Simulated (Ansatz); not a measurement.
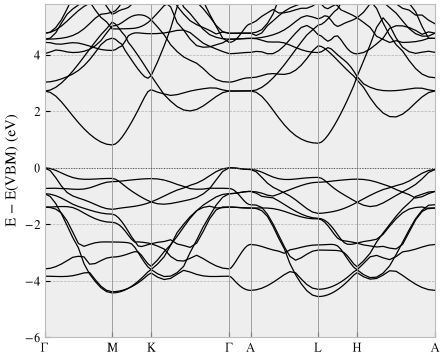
Figure. Band structure from r²SCAN+D4 (plane waves, PAW; program Ansatz)

Task: Read off the gap and where the band edges lie.

Result: About 0.8 eV (0.81 eV by a search for the band edges); maximum at Γ, minimum at M.

Task: Which compound is it?
(A) Ge2Sb2Te5, P-3m1 (Pearson symbol hP9)
(B) MgSnSe2, P-3m1 (Se on 2d, Sn on 1a, Mg on 1b)
(C) Y2CI2, P-3m1 (Y on 2d, C on 1a, I on 2d)

Result: C, Y2CI2, P-3m1 (Y on 2d, C on 1a, I on 2d)

The workflow started from a Materials Project entry (that database holds measured and hypothetical structures alike); the Crystallography Open Database copy checked does not list it. Its standing as an ambient phase is unchecked. The r²SCAN+D4 relaxation kept the symmetry of its start; its stability against distortions is not shown here. No spin polarisation was allowed. Spin–orbit coupling is left out wherever it is not named.

Potentials: the later of the program's two PAW sets.
